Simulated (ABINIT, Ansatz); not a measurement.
# RbCaH3 (Pm-3m): third-order response

Aim: Raman and infrared lines of RbCaH3 (Pm-3m).

Method: DFT LDA, scalar-relativistic, plane waves, PseudoDojo norm-conserving pseudopotentials, in ABINIT 10.8.3.

## (1) Set-up

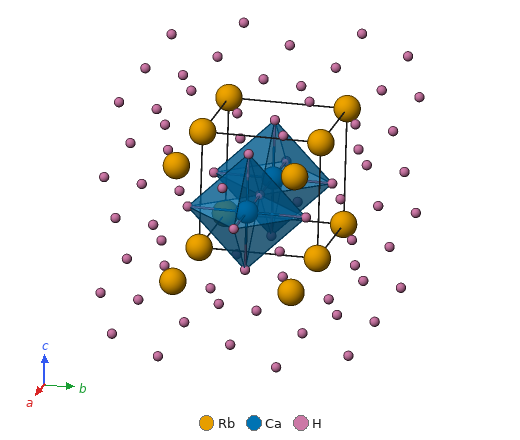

The starting structure, seen slightly off an axis (rubidium orange, calcium blue, hydrogen pink). 2×1×1 cells are drawn. Some periodic images of atoms are drawn too.

As a file:

```cif
data_structure
_symmetry_space_group_name_H-M 'P 1'
_symmetry_Int_Tables_number 1
_cell_length_a 4.5470
_cell_length_b 4.5470
_cell_length_c 4.5470
_cell_angle_alpha 90.000
_cell_angle_beta 90.000
_cell_angle_gamma 90.000
_cell_volume 94.01
loop_
_atom_site_label
_atom_site_type_symbol
_atom_site_fract_x
_atom_site_fract_y
_atom_site_fract_z
_atom_site_occupancy
Rb1 Rb 0.00000 0.00000 0.00000 1
Ca2 Ca 0.50000 0.50000 0.50000 1
H3 H 0.00000 0.50000 0.50000 1
H4 H 0.50000 0.00000 0.50000 1
H5 H 0.50000 0.50000 0.00000 1
```

## (2) A probe with smearing

A first run with smearing and empty bands tells whether the crystal has a gap, which decides between fixed occupations and smearing later on.

probe.abi

```
# ground state
tolvrs 1.0d-08
prtden 1
prtwf 1

# basis, mesh and filling
ecut 31.0
ngkpt 4 4 4
nshiftk 1
shiftk 0.0 0.0 0.0
istwfk *1
occopt 7
tsmear 0.005
nband 18
nstep 100
diemac 9.0
prtebands 0
prtgsr 0

# cell and atoms
acell 3*1.0 Angstrom
rprim 
    4.547 0.0 0.0
    0.0 4.547 0.0
    0.0 0.0 4.547
ntypat 3
znucl 37 20 1
natom 5
typat 1 2 3 3 3
xred 
    0.0 0.0 0.0
    0.5 0.5 0.5
    0.0 0.5 0.5
    0.5 0.0 0.5
    0.5 0.5 0.0
pp_dirpath "./pseudo"
pseudos "Rb.upf, Ca.upf, H.upf"
```

Launch:

```sh
$ OMP_NUM_THREADS=1 mpirun -n 4 abinit probe.abi > probe.log
```

Numbers of over 12 decimals in the logs are rounded to 6 here.

probe.abo, the main output file:

```text
[banners, grids, parts of the stress and lines that vanish by symmetry left out]
- input  file    -> probe.abi
- output file    -> probe.abo
- root for input  files -> probei
[...]
Symmetries : space group Pm -3 m (#221); Bravais cP (primitive cubic)
[...]
mpw =        5248          nfft =       91125          nkpt =          10
[...]
== DATASET  1 ==================================================================
[...]
cutoff_energies: {ecut:  31.0, pawecutdg:  -1.0, }
[...]
ETOT  1  -67.509000659329    -6.751E+01 5.193E-02 2.507E+02
 ETOT  2  -67.577380520612    -6.838E-02 1.247E-02 2.139E+01
 ETOT  3  -67.579649248911    -2.269E-03 1.874E-03 2.901E+00
 ETOT  4  -67.579809660292    -1.604E-04 1.714E-03 7.205E-02
 ETOT  5  -67.579818540884    -8.881E-06 1.008E-03 2.155E-03
 ETOT  6  -67.579818811556    -2.707E-07 2.902E-03 1.205E-04
 ETOT  7  -67.579818825310    -1.375E-08 6.768E-04 1.456E-06
 ETOT  8  -67.579818825479    -1.689E-10 1.591E-03 6.641E-09
 At SCF step    8       vres2   =  6.64E-09 < tolvrs=  1.00E-08 =>converged.
[...]
sigma(1 1)=  8.51544481E-05  sigma(3 2)=  0.00000000E+00
  sigma(2 2)=  8.51544481E-05  sigma(3 1)=  0.00000000E+00
  sigma(3 3)=  8.51544481E-05  sigma(2 1)=  0.00000000E+00
[...]
convergence: {deltae: -1.689E-10, res2:  6.641E-09, residm:  1.591E-03, diffor: null, }
etotal    :  -6.75798188E+01
[...]
sigma(1 1)=  8.51544481E-05  sigma(3 2)=  0.00000000E+00
  sigma(2 2)=  8.51544481E-05  sigma(3 1)=  0.00000000E+00
  sigma(3 3)=  8.51544481E-05  sigma(2 1)=  0.00000000E+00
[...]
- sigma(1 1)=  2.50533036E+00  sigma(3 2)=  0.00000000E+00
- sigma(2 2)=  2.50533036E+00  sigma(3 1)=  0.00000000E+00
- sigma(3 3)=  2.50533036E+00  sigma(2 1)=  0.00000000E+00
[...]
fcart     -0.0000000000E+00 -0.0000000000E+00 -0.0000000000E+00
           strten      8.5154448118E-05  8.5154448117E-05  8.5154448117E-05
================================================================================

[key lines of the parts left out:]
pressure_GPa:  -2.5053E+00
```

Wall time 12 s (4 MPI ranks of Arm Neoverse V1, shared host); 45 s of CPU time.

Read from the output:

```
volume per atom   : 18.80 Å³
pressure          : -2.505 GPa
gap on the k-mesh : 2.932 eV
```

A gap of 2.9 eV opens on this mesh, so the crystal is taken as an insulator; the printed pressure holds the stress of the finite basis too.

## (3) Relaxation

The harmonic expansion needs vanishing forces, and a free crystal bears no stress, so cell and atoms are brought to rest. Stress is more sensitive to the basis than forces are: the last 3 Ha under the cutoff are smoothed with ecutsm, and the cutoff is raised above that of the later runs.

relax.abi

```
# relaxation
ionmov 2
optcell 2
dilatmx 1.08
ntime 40
tolmxf 1.0d-05
tolvrs 1.0d-14
prtwf 0
prtden 0
chksymtnons 0

# basis, mesh and filling
ecut 39.0
ecutsm 3.0
ngkpt 4 4 4
nshiftk 1
shiftk 0.0 0.0 0.0
istwfk *1
occopt 1
nband 11
nstep 100
diemac 9.0
prtebands 0
prtgsr 0

# cell and atoms
acell 3*1.0 Angstrom
rprim 
    4.547 0.0 0.0
    0.0 4.547 0.0
    0.0 0.0 4.547
ntypat 3
znucl 37 20 1
natom 5
typat 1 2 3 3 3
xred 
    0.0 0.0 0.0
    0.5 0.5 0.5
    0.0 0.5 0.5
    0.5 0.0 0.5
    0.5 0.5 0.0
pp_dirpath "./pseudo"
pseudos "Rb.upf, Ca.upf, H.upf"
```

Launch:

```sh
$ OMP_NUM_THREADS=1 mpirun -n 4 abinit relax.abi > relax.log
```

relax.abo, the main output file:

```text
[banners, grids, parts of the stress and lines that vanish by symmetry left out]
- input  file    -> relax.abi
- output file    -> relax.abo
- root for input  files -> relaxi
[...]
Symmetries : space group Pm -3 m (#221); Bravais cP (primitive cubic)
[...]
mpw =        9332          nfft =      157464          nkpt =          10
[...]
== DATASET  1 ==================================================================
[...]
cutoff_energies: {ecut:  39.0, pawecutdg:  -1.0, }
[...]
ETOT  1  -67.481457504460    -6.748E+01 1.625E-01 3.611E+02
 ETOT  2  -67.578763617121    -9.731E-02 5.725E-04 3.546E+01
 ETOT  3  -67.579904002876    -1.140E-03 4.364E-05 3.689E+00
 ETOT  4  -67.580035334317    -1.313E-04 6.378E-06 3.232E-02
 ETOT  5  -67.580039282761    -3.948E-06 4.836E-07 3.568E-03
[...]
At SCF step   15       vres2   =  4.39E-15 < tolvrs=  1.00E-14 =>converged.
[...]
sigma(1 1)=  8.20868744E-05  sigma(3 2)=  0.00000000E+00
  sigma(2 2)=  8.20868744E-05  sigma(3 1)=  0.00000000E+00
  sigma(3 3)=  8.20868744E-05  sigma(2 1)=  0.00000000E+00
[...]
convergence: {deltae:  1.094E-12, res2:  4.387E-15, residm:  3.927E-17, diffor: null, }
etotal    :  -6.75800400E+01
[...]
ETOT  1  -67.580076493284    -6.758E+01 2.972E-03 4.568E+00
[...]
At SCF step   13       vres2   =  9.28E-16 < tolvrs=  1.00E-14 =>converged.
[...]
sigma(1 1)=  7.71063681E-05  sigma(3 2)=  0.00000000E+00
  sigma(2 2)=  7.71063681E-05  sigma(3 1)=  0.00000000E+00
  sigma(3 3)=  7.71063681E-05  sigma(2 1)=  0.00000000E+00
[...]
convergence: {deltae:  1.990E-12, res2:  9.284E-16, residm:  5.934E-18, diffor: null, }
etotal    :  -6.75804123E+01
[...]
ETOT  1  -67.495254962072    -6.750E+01 1.533E-02 1.046E+03
[...]
At SCF step   15       vres2   =  1.03E-15 < tolvrs=  1.00E-14 =>converged.
[...]
sigma(1 1)= -1.09195413E-05  sigma(3 2)=  0.00000000E+00
  sigma(2 2)= -1.09195413E-05  sigma(3 1)=  0.00000000E+00
  sigma(3 3)= -1.09195413E-05  sigma(2 1)=  0.00000000E+00
[...]
convergence: {deltae:  2.160E-12, res2:  1.026E-15, residm:  6.917E-18, diffor: null, }
etotal    :  -6.75827013E+01
[...]
ETOT  1  -67.581948900064    -6.758E+01 2.327E-07 1.153E+01
[...]
At SCF step   13       vres2   =  1.01E-15 < tolvrs=  1.00E-14 =>converged.
[...]
sigma(1 1)=  1.07949569E-06  sigma(3 2)=  0.00000000E+00
  sigma(2 2)=  1.07949569E-06  sigma(3 1)=  0.00000000E+00
  sigma(3 3)=  1.07949569E-06  sigma(2 1)=  0.00000000E+00
[...]
convergence: {deltae: -1.720E-12, res2:  1.011E-15, residm:  1.183E-17, diffor: null, }
etotal    :  -6.75827345E+01
[...]
ETOT  1  -67.582728214418    -6.758E+01 4.136E-08 9.590E-02
[...]
ETOT 11  -67.582734849432    -5.969E-13 1.009E-17 1.791E-14
 ETOT 12  -67.582734849433    -1.165E-12 1.158E-18 3.672E-16
 At SCF step   12       vres2   =  3.67E-16 < tolvrs=  1.00E-14 =>converged.
[...]
sigma(1 1)=  1.20648898E-08  sigma(3 2)=  0.00000000E+00
  sigma(2 2)=  1.20648898E-08  sigma(3 1)=  0.00000000E+00
  sigma(3 3)=  1.20648898E-08  sigma(2 1)=  0.00000000E+00
[...]
convergence: {deltae: -1.165E-12, res2:  3.672E-16, residm:  1.158E-18, diffor: null, }
etotal    :  -6.75827348E+01
[...]
At Broyd/MD step   5, gradients are converged :
[...]
sigma(1 1)=  1.20648898E-08  sigma(3 2)=  0.00000000E+00
  sigma(2 2)=  1.20648898E-08  sigma(3 1)=  0.00000000E+00
  sigma(3 3)=  1.20648898E-08  sigma(2 1)=  0.00000000E+00
[...]
- sigma(1 1)=  3.54961313E-04  sigma(3 2)=  0.00000000E+00
- sigma(2 2)=  3.54961313E-04  sigma(3 1)=  0.00000000E+00
- sigma(3 3)=  3.54961313E-04  sigma(2 1)=  0.00000000E+00
[...]
fcart     -0.0000000000E+00 -0.0000000000E+00 -0.0000000000E+00
           strten      1.2064889792E-08  1.2064889792E-08  1.2064889793E-08
================================================================================

[key lines of the parts left out:]
pressure_GPa:  -3.5496E-04
Total energy (etotal) [Ha]= -6.75827348494330E+01
```

The job ended after 70 s (4 MPI ranks; 4.6 min of CPU time).

Step by step:

| step | energy less that of the first step (eV) | largest force (eV/Å) | volume (Å³) |
| --- | --- | --- | --- |
| 1 | 0.0000 | 0.0000 | 94.01 |
| 2 | -0.0101 | 0.0000 | 93.32 |
| 3 | -0.0724 | 0.0000 | 84.11 |
| 4 | -0.0733 | 0.0000 | 85.12 |
| 5 | -0.0733 | 0.0000 | 85.02 |

| conventional cell, symmetrised | before | after | change |
| --- | --- | --- | --- |
| a (Å) | 4.547 | 4.397 | -3.3 % |
| b (Å) | 4.547 | 4.397 | -3.3 % |
| c (Å) | 4.547 | 4.397 | -3.3 % |
| volume (Å³/atom) | 18.80 | 17.00 | -9.6 % |

Numbers from this step:

| Item | Value |
| --- | --- |
| volume per atom | 17.00 Å³ |
| pressure | -3.55e-4 GPa |

The volume changes by -9.6 % in this run and stands -9.6 % from the first cell.

## (4) Ground state

First-order wavefunctions inherit every error of the ground state, hence the very tight tolvrs. The mesh is shifted off Γ, since shifted meshes converge sums over the zone faster.

gs.abi

```
# ground state
tolvrs 1.0d-16
prtden 1
prtwf 1

# basis, mesh and filling
ecut 31.0
ngkpt 4 4 4
nshiftk 1
shiftk 0.5 0.5 0.5
istwfk *1
occopt 1
nband 11
nstep 100
diemac 9.0
prtebands 0
prtgsr 0

# cell and atoms
acell 3*1.0 Angstrom
rprim 
    4.397240053 0.0 0.0
    0.0 4.397240053 0.0
    0.0 0.0 4.397240053
ntypat 3
znucl 37 20 1
natom 5
typat 1 2 3 3 3
xred 
    0.0 0.0 0.0
    0.5 0.5 0.5
    0.0 0.5 0.5
    0.5 0.0 0.5
    0.5 0.5 0.0
pp_dirpath "./pseudo"
pseudos "Rb.upf, Ca.upf, H.upf"
```

Launch:

```sh
$ OMP_NUM_THREADS=1 mpirun -n 4 abinit gs.abi > gs.log
```

gs.abo, the main output file:

```text
[banners, grids, parts of the stress and lines that vanish by symmetry left out]
- input  file    -> gs.abi
- output file    -> gs.abo
- root for input  files -> gsi
[...]
Symmetries : space group Pm -3 m (#221); Bravais cP (primitive cubic)
[...]
mpw =        4743          nfft =       91125          nkpt =           4
[...]
== DATASET  1 ==================================================================
[...]
cutoff_energies: {ecut:  31.0, pawecutdg:  -1.0, }
[...]
ETOT  1  -67.410127055220    -6.741E+01 1.676E-01 2.378E+02
 ETOT  2  -67.581169833908    -1.710E-01 6.024E-04 2.128E+01
 ETOT  3  -67.582406649224    -1.237E-03 4.414E-05 1.671E+00
 ETOT  4  -67.582524943789    -1.183E-04 9.548E-06 6.393E-03
 ETOT  5  -67.582528074871    -3.131E-06 3.615E-07 1.248E-03
[...]
ETOT 15  -67.582528518097     4.405E-13 2.788E-17 1.112E-14
 ETOT 16  -67.582528518096     1.180E-12 4.059E-18 9.241E-17
 At SCF step   16       vres2   =  9.24E-17 < tolvrs=  1.00E-16 =>converged.
[...]
sigma(1 1)=  3.65131729E-06  sigma(3 2)=  0.00000000E+00
  sigma(2 2)=  3.65131729E-06  sigma(3 1)=  0.00000000E+00
  sigma(3 3)=  3.65131729E-06  sigma(2 1)=  0.00000000E+00
[...]
convergence: {deltae:  1.180E-12, res2:  9.241E-17, residm:  4.059E-18, diffor: null, }
etotal    :  -6.75825285E+01
[...]
sigma(1 1)=  3.65131729E-06  sigma(3 2)=  0.00000000E+00
  sigma(2 2)=  3.65131729E-06  sigma(3 1)=  0.00000000E+00
  sigma(3 3)=  3.65131729E-06  sigma(2 1)=  0.00000000E+00
[...]
- sigma(1 1)=  1.07425464E-01  sigma(3 2)=  0.00000000E+00
- sigma(2 2)=  1.07425464E-01  sigma(3 1)=  0.00000000E+00
- sigma(3 3)=  1.07425464E-01  sigma(2 1)=  0.00000000E+00
[...]
fcart     -0.0000000000E+00 -0.0000000000E+00 -0.0000000000E+00
           strten      3.6513172940E-06  3.6513172940E-06  3.6513172940E-06
================================================================================

[key lines of the parts left out:]
pressure_GPa:  -1.0743E-01
```

Run time: 6 s. Hardware: 4 MPI ranks.

This step gave:

* pressure: -0.1074 GPa

The cell stands at -0.11 GPa: the relaxation ran with a smoothed and higher cutoff and on another k mesh.

## (5) The gap at rest

Empty bands on the ground state's density check that the gap assumed so far is there in this cell.

gap.abi

```
# empty bands on the ground state's density
iscf -2
getden_filepath "gso_DEN"
tolwfr 1.0d-12
nbdbuf 2
prtwf 0

# basis, mesh and filling
ecut 31.0
ngkpt 4 4 4
nshiftk 1
shiftk 0.0 0.0 0.0
istwfk *1
occopt 1
nband 15
nstep 100
diemac 9.0
prtebands 0
prtgsr 0

# cell and atoms
acell 3*1.0 Angstrom
rprim 
    4.397240053 0.0 0.0
    0.0 4.397240053 0.0
    0.0 0.0 4.397240053
ntypat 3
znucl 37 20 1
natom 5
typat 1 2 3 3 3
xred 
    0.0 0.0 0.0
    0.5 0.5 0.5
    0.0 0.5 0.5
    0.5 0.0 0.5
    0.5 0.5 0.0
pp_dirpath "./pseudo"
pseudos "Rb.upf, Ca.upf, H.upf"
```

Launch:

```sh
$ OMP_NUM_THREADS=1 mpirun -n 4 abinit gap.abi > gap.log
```

gap.abo, the main output file:

```text
[banners, grids, parts of the stress and lines that vanish by symmetry left out]
- input  file    -> gap.abi
- output file    -> gap.abo
- root for input  files -> gapi
[...]
Symmetries : space group Pm -3 m (#221); Bravais cP (primitive cubic)
[...]
mpw =        4748          nfft =       91125          nkpt =          10
[...]
== DATASET  1 ==================================================================
[...]
cutoff_energies: {ecut:  31.0, pawecutdg:  -1.0, }
[...]
-outvars: echo values of variables after computation
            acell      1.8897261259E+00  1.8897261259E+00  1.8897261259E+00 Bohr
================================================================================
```

The job ended after 14 s (4 MPI ranks).

Numbers from this step:

```
gap on the k-mesh : 2.829 eV
```

In this cell the gap on the mesh is 2.8 eV, direct, so fixed occupations hold.

(Part 1 of 3 ends here.)

[Host names and launcher messages were left out of these logs when they were recorded.]

[Logs are printed without paths, hosts, clocks, repeated set-up lines and the standing remarks that a program may print on its own settings, such as how far it seeks lower states.]

[Hosts, paths, dates, database ids (printed as entryN), source tags and the programs' standing remarks are cut or masked in the printed files.]
